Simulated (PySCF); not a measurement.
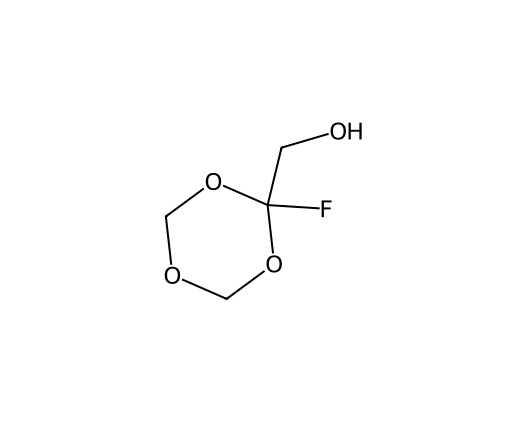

2D structure.

Transcribe the drawing into SMILES.

OCC1(F)OCOCO1

What is the molecular formula?

C4H7FO4.

An optimisation with GFN2-xTB gave a structure of which point group?

C1. Other conformers may differ.

The parts below concern this one geometry. Atoms keep their numbers from picture to picture. Computed geometry: GFN2-xTB optimisation. No frequency run is at hand to confirm it as a minimum.

Charges

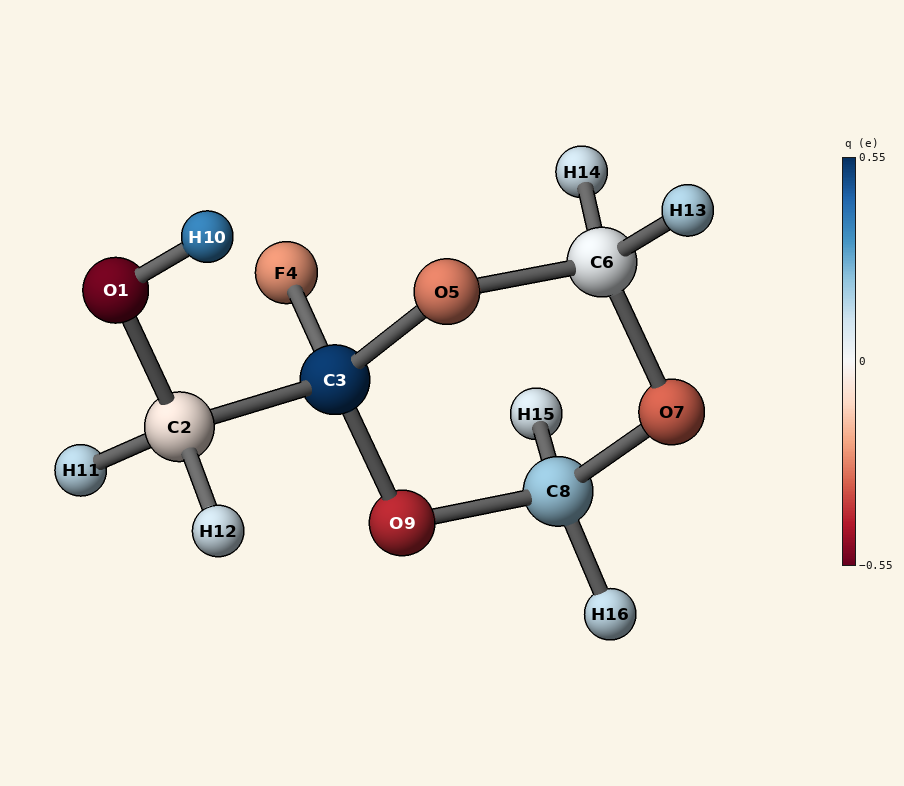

Atoms are coloured by their ESP-fitted charges. No frequency run is at hand to confirm it as a minimum. Method: PBE0/pcSseg-1, gas phase (PySCF 2.14.0).

Give the ESP-fitted charges atom by atom.

| atom | value (e) |
| --- | --- |
| O1 | −0.53 |
| C2 | −0.05 |
| C3 | 0.52 |
| F4 | −0.24 |
| O5 | −0.27 |
| C6 | 0.02 |
| O7 | −0.32 |
| C8 | 0.20 |
| O9 | −0.41 |
| H10 | 0.36 |
| H11 | 0.14 |
| H12 | 0.10 |
| H13 | 0.16 |
| H14 | 0.11 |
| H15 | 0.08 |
| H16 | 0.13 |

Electronic properties

No frequency run is at hand to confirm it as a minimum. Properties computed with PBE0/def2-SVPD, gas phase (PySCF 2.14.0). Excitations: vertical, linear response.

What does the calculation give?

- dipole moment: 2.26 D
- HOMO energy (Kohn–Sham orbital): −8.26 eV
- LUMO energy (Kohn–Sham orbital): 0.53 eV
- HOMO–LUMO gap: 8.79 eV
- mean static polarisability: 63.2 bohr³
- lowest vertical singlet excitation: 7.48 eV
- its oscillator strength: 0.004
- brightest of the 6 lowest singlets: 8.50 eV
- its oscillator strength: 0.02

Ring current

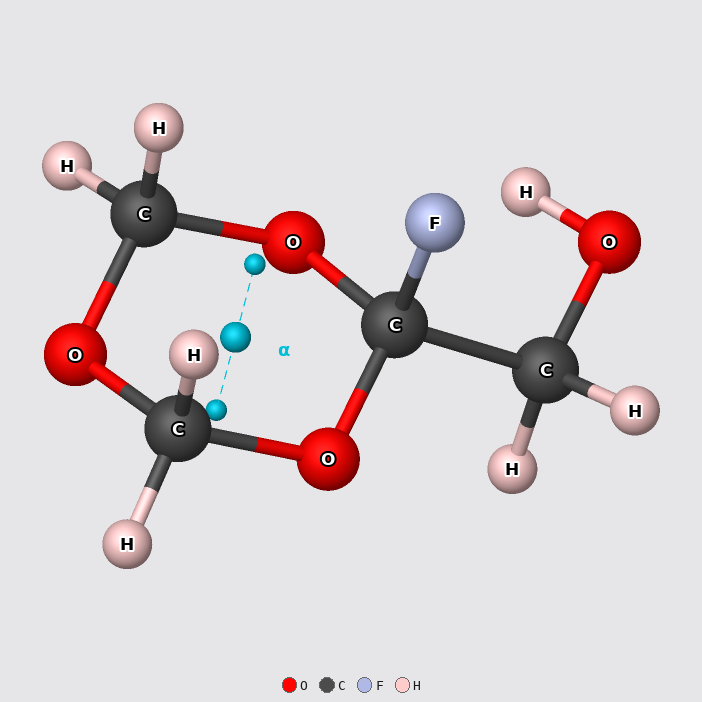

The small points mark where nucleus-independent chemical shifts (NICS) were computed: at the centre of each lettered ring and 1 Å above and below it. No frequency run is at hand to confirm it as a minimum. Method: GIAO PBE0/pcSseg-1 NMR shielding, non-relativistic, gas phase (PySCF 2.14.0).

Give NICS(0), NICS(1) and the out-of-plane component NICS(1)zz for each ring (means of the two sides).

```csv
ring,members,NICS(0),NICS(1),NICS(1)zz
α,C3O3,−2.0,−0.8,3.5
```

Values in ppm.

What do the values say about the ring currents?

Ring α: weak, as in a non-aromatic ring. NICS is one index among several.

Quadrupole coupling

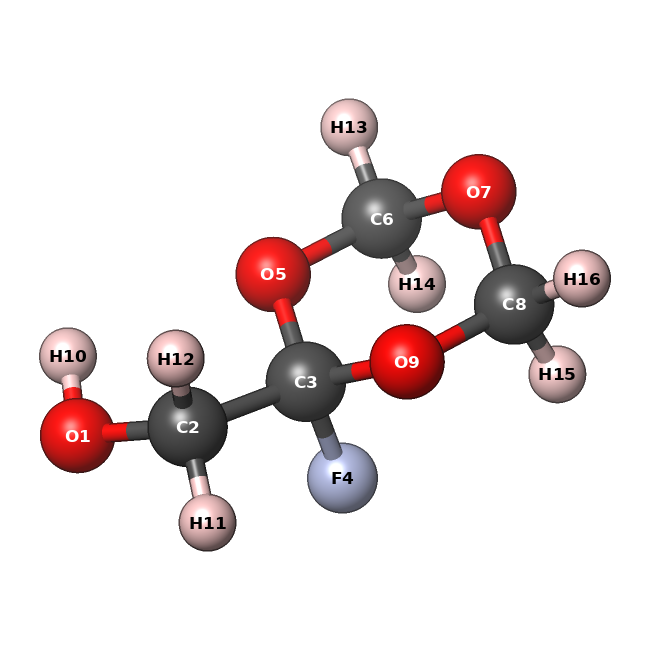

No frequency run is at hand to confirm it as a minimum. Electric field gradients from the ground-state density, PBE0/pcSseg-1 (PySCF 2.14.0), non-relativistic apart from any core potentials.

Give the largest field-gradient component, the quadrupole coupling constant and the asymmetry for 17O at O1 (Q = −25.6 mb), 17O at O5 (Q = −25.6 mb), 17O at O7 (Q = −25.6 mb), 17O at O9 (Q = −25.6 mb), 2H at H10 (Q = 2.86 mb), 2H at H11 (Q = 2.86 mb), 2H at H12 (Q = 2.86 mb), 2H at H13 (Q = 2.86 mb).

```
atom  V_zz (a.u.)  e²qQ/h (MHz)     η
  O1       −1.980         11.91  0.93
  O5       −1.833         11.03  0.97
  O7       −1.864         11.21  0.96
  O9        1.839        −11.06  0.99
 H10        0.452         0.303  0.15
 H11        0.295         0.198  0.05
 H12        0.282         0.189  0.05
 H13        0.291         0.196  0.05
```
